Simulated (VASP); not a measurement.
Band structure of Rh (space group Fm-3m). All values below come from PBE GGA, VASP's PBE PAW potentials (set 64) (plane waves; VASP 6.6.1).

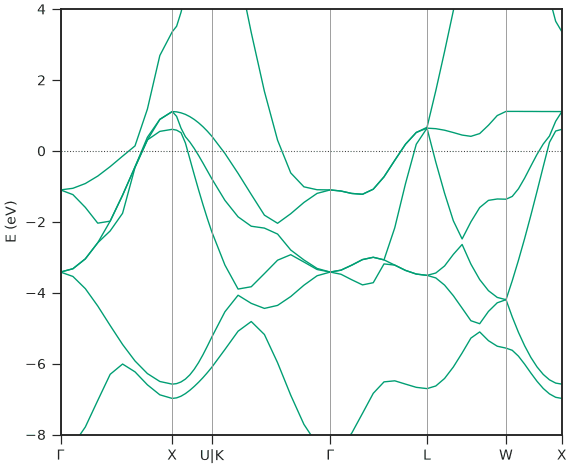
Bands along high-symmetry lines, zero at the valence-band maximum or, without a gap, the Fermi level

**Question.** Read the plot: is there a gap, and where are the band edges?

**Answer.** It has no gap at this level: it comes out as a metal or semimetal.

The structure comes from a computed database's Rh entry; how it stands against other phases isn't given here. The cell was not relaxed at this level.
